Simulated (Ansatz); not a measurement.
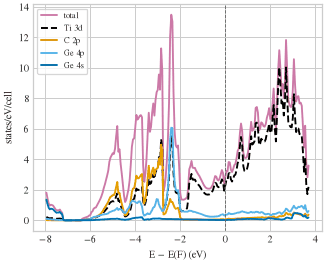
*Total and projected density of states of Ti$_{2}$GeC in space group P6_3/mmc (No. 194; Ti on 4f, Ge on 2d, C on 2a), r²SCAN (plane waves, PAW; program Ansatz)*

**Question.** Which orbitals carry the states next to the Fermi level?

**Answer.** Within 0.5 eV of the Fermi level: Ti 3d 82 %, Ge 4p 12 %. Projections are on Löwdin-orthogonalised atomic valence shells; empty p or d shells of many metals are not among them.

**Question.** Where is the tallest occupied peak in this window, and what makes it?

**Answer.** Near -2.4 eV, about 13 states/eV per cell; the largest projected share is Ge 4p.

The first step of the workflow began from a Materials Project structure, measured or hypothetical; the Crystallography Open Database copy checked does not list it. Its standing as an ambient phase is unchecked. Symmetry was held in the r²SCAN relaxation; whether a distortion lowers the energy is not shown. No spin polarisation was allowed. Spin–orbit coupling is left out wherever it is not named.

Potentials: the later of the program's two PAW sets.
